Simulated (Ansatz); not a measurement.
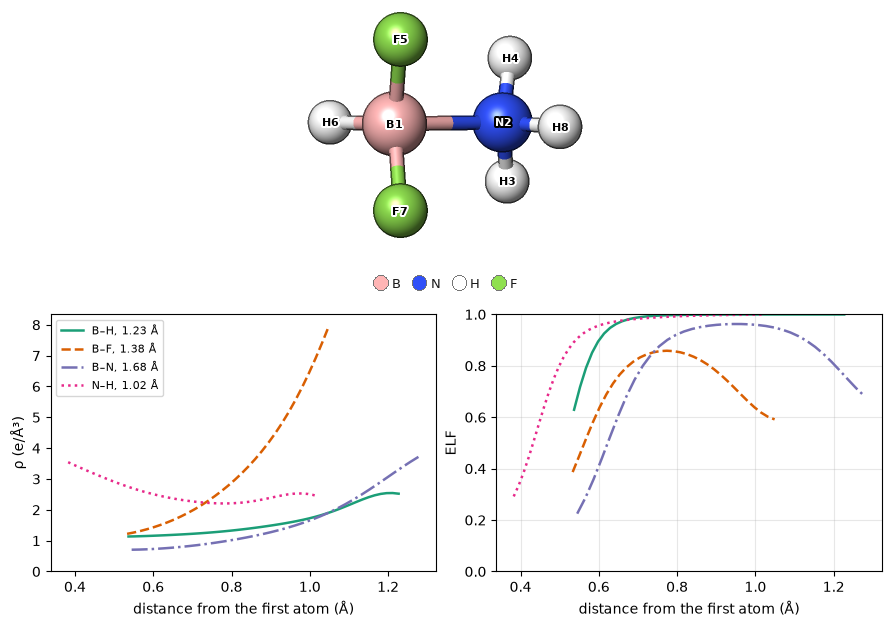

Figure. BF$_{2}$H$_{4}$N. Electron density and electron localisation function along straight lines between neighbouring atoms. The curves leave out the atomic cores. The structure is drawn too.

These are results of RKS PBE0-D4/def2-SVP in Ansatz 0.2.0, not measurements.

```xyz
8

B    -0.0597    0.3556    0.0879
N    -0.0292    0.2490    1.7605
H    -0.9748    0.2243    2.1427
H     0.4687   -0.5894    2.0607
F     1.2759    0.3476   -0.2431
H    -0.6979   -0.6261   -0.2784
F    -0.6693    1.5697   -0.1302
H     0.4533    1.0676    2.1385
```

> What can be read from the curves?

B–H (1.23 Å): ρ is about 1.2 e/Å³ halfway; the ELF climbs to about 1 towards the hydrogen, as it does in any bond to H: a covalent bond by its length.
B–F (1.38 Å): ρ is about 1.9 e/Å³ halfway; the ELF peaks at about 0.85 between the atoms: a polar covalent bond.
B–N (1.68 Å): ρ is about 1.1 e/Å³ halfway; the ELF peaks at about 0.95 between the atoms; a shared but strongly polarised pair.
N–H (1.02 Å): the density is about 2.9 e/Å³ at the midpoint; the ELF climbs to about 1 towards the hydrogen; an ordinary covalent bond to hydrogen.
